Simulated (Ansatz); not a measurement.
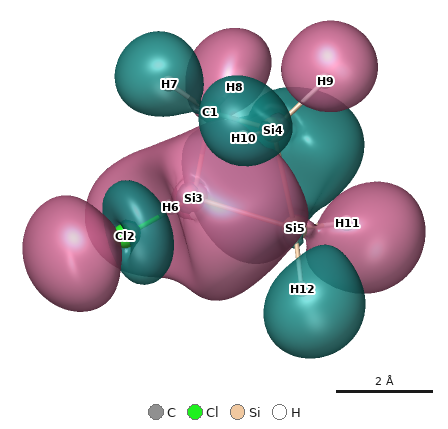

Figure 1: CH7ClSi3. One frontier orbital at ±0.04 Å⁻³ᐟ² (teal and pink are the two phases), seen at a tilt.

Geometry: B3LYP-D3(BJ)/def2-SVP.

Level of theory: isolated molecule in a Gaussian basis; Kohn-Sham density functional theory, functional PBE0 in Ansatz 0.2.0.

Input

```
crystal:
  periodic: [false, false, false]
  atoms:
    - symbol: C
      position_ang: [2.079821, 1.932020, -0.408890]
    - symbol: Cl
      position_ang: [1.145505, -1.161605, -0.646250]
    - symbol: Si
      position_ang: [1.332153, 0.510370, 0.605020]
    - symbol: Si
      position_ang: [0.454585, 2.601756, -1.182663]
    - symbol: Si
      position_ang: [-0.749226, 1.623347, 0.614308]
    - symbol: H
      position_ang: [2.090570, 0.082760, 1.814917]
    - symbol: H
      position_ang: [2.888838, 1.661570, -1.104746]
    - symbol: H
      position_ang: [2.470528, 2.690875, 0.294146]
    - symbol: H
      position_ang: [0.421974, 4.083716, -1.356749]
    - symbol: H
      position_ang: [0.161740, 1.946162, -2.488585]
    - symbol: H
      position_ang: [-0.919191, 2.563729, 1.763830]
    - symbol: H
      position_ang: [-2.001987, 0.849092, 0.394251]
basis:
  gaussian:
    orbitals: def2-SVPD
hamiltonian:
  xc: {name: PBE0}
output:
  forces: true
  orbitals: {seedname: orbitals}
```

Run with:

```sh
ansatz run input.yaml --threads 2 --pin off --max-ram 4350MiB --events-out events.jsonl --progress --plain --runs-dir runs
```

Which orbital is it: HOMO or LUMO?

The LUMO, at −0.92 eV. Its weight (Hirshfeld) is mainly on Si3 (about 25 %), Si5 (about 25 %), Si4 (about 15 %), Cl2 (about 10 %) and H11 (about 5 %).
